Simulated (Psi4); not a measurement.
## Single-point calculation, with input and output: C2H7AlO (part 1 of 2)

C2H7AlO, computed with PBE/def2-SVP, UKS, dispersion D3(BJ) (Psi4 1.11).

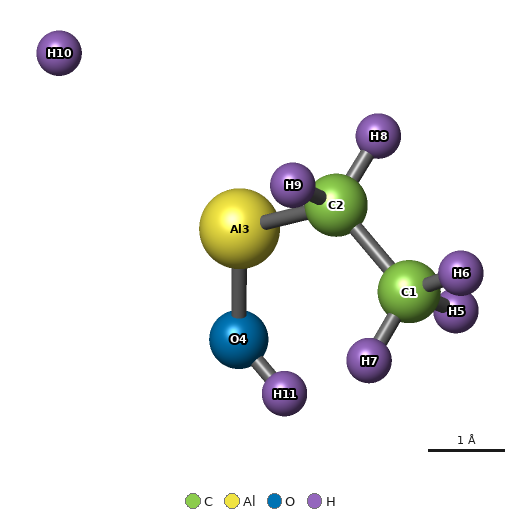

**Figure 1.** The structure (ball-and-stick view, seen at a tilt; atoms are numbered from 1 in the order of the input). Sticks mark near contacts. Bond lengths as drawn: Al–C 1.96 Å, Al–O 1.70 Å, C–C 1.53 Å, C–H 1.09 to 1.10 Å and H–O 0.96 Å.

## Input file (c2h7alo.py)
```python
import psi4

psi4.set_memory(1600000000)
psi4.set_num_threads(1)
psi4.core.set_output_file('run.log', False)

with open('c2h7alo.xyz') as f:
    atoms = ''.join(f.readlines()[2:])
molecule = psi4.geometry('0 1\n' + atoms + 'symmetry c1')

psi4.set_options(dict(basis='def2-SVP', reference='uks', guess_mix=True))

psi4.set_options({'reference': 'uhf', 'stability_analysis': 'follow', 'max_attempts': 5})
psi4.energy('scf')
psi4.set_options({'reference': 'uks', 'stability_analysis': 'none', 'guess': 'read', 'guess_mix': False})

result, w = psi4.energy('pbe-d3bj', return_wfn=True)
print(f'pbe-d3bj energy: {result:.10f} Eh')
```

## File c2h7alo.xyz
```
11
C2H7AlO
C     -2.752976     1.519167    -0.553846
C     -1.465476     1.077767     0.141754
Al    -0.386876    -0.258133    -0.798046
O     -0.878776    -0.887033    -2.299546
H     -3.432376     0.677867    -0.718946
H     -3.303976     2.264767     0.027354
H     -2.551976     1.963067    -1.533146
H     -1.690676     0.679767     1.140454
H     -0.822576     1.946567     0.337654
H      2.622300    -1.522700     0.412400
H     -1.685176    -0.620333    -2.738046
```

Launch command:
```bash
python c2h7alo.py
```

## What the program printed
```
=> Loading Basis Set <=

    Name: DEF2-SVP
    Role: ORBITAL
    Keyword: BASIS

         ---------------------------------------------------------
                                   SCF
                              UHF Reference
                        1 Threads,   1525 MiB Core
         ---------------------------------------------------------

  ==> Geometry <==

    Molecular point group: c1
    Full point group: C1

    Geometry (in Angstrom), charge = 0, multiplicity = 1:

       Center              X                  Y                   Z               Mass
    ------------   -----------------  -----------------  -----------------  -----------------
         C           -1.590421313318     1.310585609847     0.342464556323    12.000000000000
         C           -0.302921313318     0.869185609847     1.038064556323    12.000000000000
         AL           0.775678686682    -0.466714390153     0.098264556323    26.981538530000
         O            0.283778686682    -1.095614390153    -1.403235443677    15.994914619570
         H           -2.269821313318     0.469285609847     0.177364556323     1.007825032230
         H           -2.141421313318     2.056185609847     0.923664556323     1.007825032230
         H           -1.389421313318     1.754485609847    -0.636835443677     1.007825032230
         H           -0.528121313318     0.471185609847     2.036764556323     1.007825032230
         H            0.339978686682     1.737985609847     1.233964556323     1.007825032230
         H            3.784854686682    -1.731281390153     1.308710556323     1.007825032230
         H           -0.522621313318    -0.828914390153    -1.841735443677     1.007825032230

  Running in c1 symmetry.

  Rotational constants: A =      0.29371  B =      0.11307  C =      0.08414 [cm^-1]
  Rotational constants: A =   8805.16168  B =   3389.61274  C =   2522.46816 [MHz]
  Nuclear repulsion =  150.939961928223539

  Charge       = 0
  Multiplicity = 1
  Electrons    = 40
  Nalpha       = 20
  Nbeta        = 20

  ==> Algorithm <==

  SCF Algorithm Type is DF.
  DIIS enabled.
  MOM disabled.
  Fractional occupation disabled.
  Guess Type is SAD.
  Energy threshold   = 1.00e-06
  Density threshold  = 1.00e-06
  Integral threshold = 1.00e-12

  ==> Primary Basis <==

  Basis Set: DEF2-SVP
    Blend: DEF2-SVP
    Number of shells: 47
    Number of basis functions: 95
    Number of Cartesian functions: 99
    Spherical Harmonics?: true
    Max angular momentum: 2

   => Loading Basis Set <=

    Name: (DEF2-SVP AUX)
    Role: JKFIT
    Keyword: DF_BASIS_SCF

  ==> Integral Setup <==

  DFHelper Memory: AOs need 0.034 GiB; user supplied 1.118 GiB.
  SCF_SUBTYPE=INCORE selected. In-core MEM_DF algorithm will be used.
  Using in-core AOs.

  ==> MemDFJK: Density-Fitted J/K Matrices <==

    J tasked:                   Yes
    K tasked:                   Yes
    wK tasked:                   No
    Memory [MiB]:              1144
    Algorithm:                 Core
    Schwarz Cutoff:           1E-12
    Mask sparsity (%):       5.3186
    Fitting Condition:        1E-10

   => Auxiliary Basis Set <=

  Basis Set: (DEF2-SVP AUX)
    Blend: DEF2-UNIVERSAL-JKFIT
    Number of shells: 155
    Number of basis functions: 481
    Number of Cartesian functions: 566
    Spherical Harmonics?: true
    Max angular momentum: 4

  Minimum eigenvalue in the overlap matrix is 4.0827060411E-03.
  Reciprocal condition number of the overlap matrix is 6.7074396153E-04.
    Using symmetric orthogonalization.

  ==> Pre-Iterations <==

  SCF Guess: Superposition of Atomic Densities via on-the-fly atomic UHF (no occupation information).

   -------------------------
    Irrep   Nso     Nmo
   -------------------------
     A         95      95
   -------------------------
    Total      95      95
   -------------------------

  ==> Iterations <==

                           Total Energy        Delta E     RMS |[F,P]|

   @DF-UHF iter SAD:  -395.14197021551513   -3.95142e+02   0.00000e+00
  Mixing beta HOMO/LUMO orbitals (20,21)
   @DF-UHF iter   1:  -396.08166247839966   -9.39692e-01   6.24449e-03 ADIIS/DIIS
   @DF-UHF iter   2:  -396.22814360430539   -1.46481e-01   4.10450e-03 ADIIS/DIIS
   @DF-UHF iter   3:  -396.31408011590611   -8.59365e-02   2.37253e-03 ADIIS/DIIS
   @DF-UHF iter   4:  -396.33598235888132   -2.19022e-02   4.17169e-04 ADIIS/DIIS
   @DF-UHF iter   5:  -396.33816078234298   -2.17842e-03   1.23978e-04 ADIIS/DIIS
   @DF-UHF iter   6:  -396.33833275091547   -1.71969e-04   4.46133e-05 DIIS
   @DF-UHF iter   7:  -396.33837746526802   -4.47144e-05   1.83588e-05 DIIS
   @DF-UHF iter   8:  -396.33838722713091   -9.76186e-06   7.94945e-06 DIIS
   @DF-UHF iter   9:  -396.33838903752945   -1.81040e-06   2.77974e-06 DIIS
   @DF-UHF iter  10:  -396.33838921258223   -1.75053e-07   1.29734e-06 DIIS
   @DF-UHF iter  11:  -396.33838925003158   -3.74494e-08   5.68387e-07 DIIS
  Energy and wave function converged.

    Wavefunction stable under totally symmetric rotations.
    Lowest totally symmetric eigenvalue: 0.115063
    Lowest UHF->UHF stability eigenvalues:
       A 0.115063

    Stability analysis over.

  ==> Post-Iterations <==

   @Spin Contamination Metric:   9.401657169E-01
   @S^2 Expected:                0.000000000E+00
   @S^2 Observed:                9.401657169E-01
   @S   Expected:                0.000000000E+00
   @S   Observed:                0.000000000E+00

    Orbital Energies [Eh]
    ---------------------

    Alpha Occupied:

       1A    -58.448780     2A    -20.522659     3A    -11.229219
       4A    -11.203238     5A     -4.881087     6A     -3.201313
       7A     -3.199848     8A     -3.193924     9A     -1.273751
      10A     -1.001658    11A     -0.822001    12A     -0.665955
      13A     -0.600242    14A     -0.583351    15A     -0.517133
      16A     -0.514658    17A     -0.491848    18A     -0.488002
      19A     -0.483414    20A     -0.402558

    Alpha Virtual:

      21A      0.056821    22A      0.104797    23A      0.146720
      24A      0.186012    25A      0.231845    26A      0.244013
      27A      0.247743    28A      0.261482    29A      0.275319
      30A      0.306157    31A      0.332338    32A      0.396591
      33A      0.494290    34A      0.538236    35A      0.571951
      36A      0.575221    37A      0.634366    38A      0.639960
      39A      0.655643    40A      0.675628    41A      0.688842
      42A      0.700709    43A      0.831158    44A      0.873340
      45A      0.896088    46A      0.902801    47A      0.919374
      48A      0.929773    49A      0.941600    50A      0.943562
      51A      0.944844    52A      1.018724    53A      1.056833
      54A      1.102905    55A      1.205307    56A      1.310233
      57A      1.373930    58A      1.409479    59A      1.469887
      60A      1.470220    61A      1.527256    62A      1.612469
      63A      1.615922    64A      1.627376    65A      1.654502
      66A      1.758883    67A      1.817223    68A      1.830413
      69A      2.014723    70A      2.016659    71A      2.042076
      72A      2.076298    73A      2.083259    74A      2.136508
      75A      2.170837    76A      2.183365    77A      2.245869
      78A      2.383719    79A      2.518951    80A      2.552114
      81A      2.602388    82A      2.707517    83A      2.775216
      84A      2.851284    85A      2.896974    86A      3.070696
      87A      3.078335    88A      3.206941    89A      3.235076
      90A      3.301802    91A      3.334789    92A      3.366743
      93A      3.398572    94A      3.533082    95A      4.136596

    Beta Occupied:

       1A    -58.453216     2A    -20.523690     3A    -11.229440
       4A    -11.208386     5A     -4.889356     6A     -3.207444
       7A     -3.204599     8A     -3.202412     9A     -1.276040
      10A     -1.007407    11A     -0.829272    12A     -0.676951
      13A     -0.601772    14A     -0.589360    15A     -0.522306
      16A     -0.517181    17A     -0.491996    18A     -0.487102
      19A     -0.433852    20A     -0.289681

    Beta Virtual:

      21A      0.072110    22A      0.081805    23A      0.136288
      24A      0.160974    25A      0.220284    26A      0.235071
      27A      0.245843    28A      0.260263    29A      0.271683
      30A      0.297358    31A      0.306831    32A      0.393125
      33A      0.482209    34A      0.541718    35A      0.545285
      36A      0.550199    37A      0.601935    38A      0.631716
      39A      0.662231    40A      0.676401    41A      0.678772
      42A      0.807832    43A      0.822882    44A      0.869525
      45A      0.892421    46A      0.899277    47A      0.911802
      48A      0.925826    49A      0.939505    50A      0.940026
      51A      0.941341    52A      1.006383    53A      1.052833
      54A      1.091110    55A      1.203536    56A      1.310401
      57A      1.374059    58A      1.406412    59A      1.464280
      60A      1.467266    61A      1.529201    62A      1.626602
      63A      1.739829    64A      1.742415    65A      1.757497
      66A      1.769068    67A      1.816936    68A      1.829838
      69A      2.012180    70A      2.016804    71A      2.039847
      72A      2.076077    73A      2.081508    74A      2.135791
      75A      2.167425    76A      2.182130    77A      2.241793
      78A      2.380022    79A      2.515416    80A      2.547826
      81A      2.601103    82A      2.705038    83A      2.772791
      84A      2.850036    85A      2.895192    86A      3.068755
      87A      3.078235    88A      3.204726    89A      3.234084
      90A      3.300404    91A      3.334238    92A      3.366117
      93A      3.396633    94A      3.530835    95A      4.135304

    Final Occupation by Irrep:
              A
    DOCC [    20 ]
    SOCC [     0 ]
    NA   [    20 ]
    NB   [    20 ]

  @DF-UHF Final Energy:  -396.33838925003158

   => Energetics <=

    Nuclear Repulsion Energy =            150.9399619282235392
    One-Electron Energy =                -847.1906255975949307
    Two-Electron Energy =                 299.9122744193398376
    Total Energy =                       -396.3383892500315824

  UHF NO Occupations:
  HONO-2 :   18  A 1.9998054
  HONO-1 :   19  A 1.9982456
  HONO-0 :   20  A 1.2530059
  LUNO+0 :   21  A 0.7469941
  LUNO+1 :   22  A 0.0017544
  LUNO+2 :   23  A 0.0001946
  LUNO+3 :   24  A 0.0000599

Computation Completed

Properties will be evaluated at   0.000000,   0.000000,   0.000000 [a0]

Properties computed using the SCF density matrix

 Multipole Moments:

 ------------------------------------------------------------------------------------
     Multipole            Electronic (a.u.)      Nuclear  (a.u.)        Total (a.u.)
 ------------------------------------------------------------------------------------

 L = 1.  Multiply by 2.5417464519 to convert [e a0] to [Debye]
 Dipole X            :          2.7315734           -3.2740951           -0.5425218
 Dipole Y            :         -3.6493311            4.1108297            0.4614986
 Dipole Z            :         -2.7590786            2.9038066            0.1447280
 Magnitude           :                                                    0.7268129

 ------------------------------------------------------------------------------------

	total time  =          3 seconds =       0.05 minutes

   => Loading Basis Set <=

    Name: DEF2-SVP
    Role: ORBITAL
    Keyword: BASIS

   => PBE-D3(BJ): Empirical Dispersion <=

        s6 =       1.000000
        s8 =       0.787500
        a1 =       0.428900
        a2 =       4.440700

         ---------------------------------------------------------
                                   SCF
                              UKS Reference
                        1 Threads,   1525 MiB Core
         ---------------------------------------------------------

  ==> Geometry <==
```
